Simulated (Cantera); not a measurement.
Input: 1 mol SiH4, 1.6 mol NH3, 58 mol N2, at 1.50 mbar.

These are equilibrium values from Cantera (NASA tables, ideal gas, pure condensed phases), not measurements of a reactor. Candidate condensed phases: Si, Si3N4; 18 gas species. The tables' values for SiN are old estimates; treat these amounts as uncertain. The numbers say what is thermodynamically allowed, not how fast it happens.

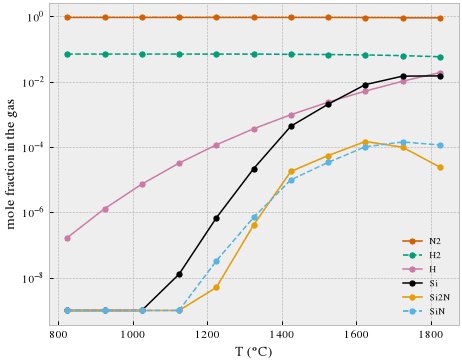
Figure. Equilibrium gas composition (values under 1e-9 drawn at 1e-9)

From 825 °C to 1325 °C the condensed part is Si3N4(s). From 1425 °C to 1625 °C the condensed part is Si(l). From 1725 °C to 1825 °C nothing is condensed.
